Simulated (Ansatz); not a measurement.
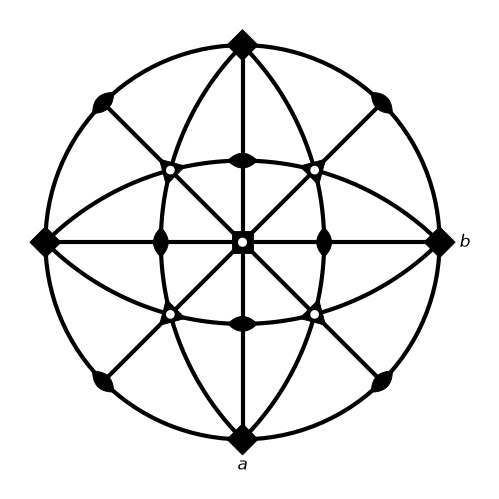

Stereographic projection: heavy lines are mirror planes (a heavy rim: a mirror in the plane of the page); lens, triangle, square and hexagon are 2-, 3-, 4- and 6-fold axes, a lens in an open square is −4, a triangle in an open hexagon −6; thin dashed diameters join the ends of axes that lie in the page; a small open circle marks inversion. The c axis points at the viewer. Computed from the symmetry operations of a computed or model structure of composition SnGe2, which need not be its known form.

Name the crystal class.

Answer. m-3m (Oh), order 48, cubic system: three fourfold axes, four threefold axes, six twofold axes, nine mirror planes, an inversion centre.

Can such a crystal be piezoelectric, pyroelectric or chiral?

Answer. It is centrosymmetric, so neither piezoelectric nor pyroelectric; it is not chiral.
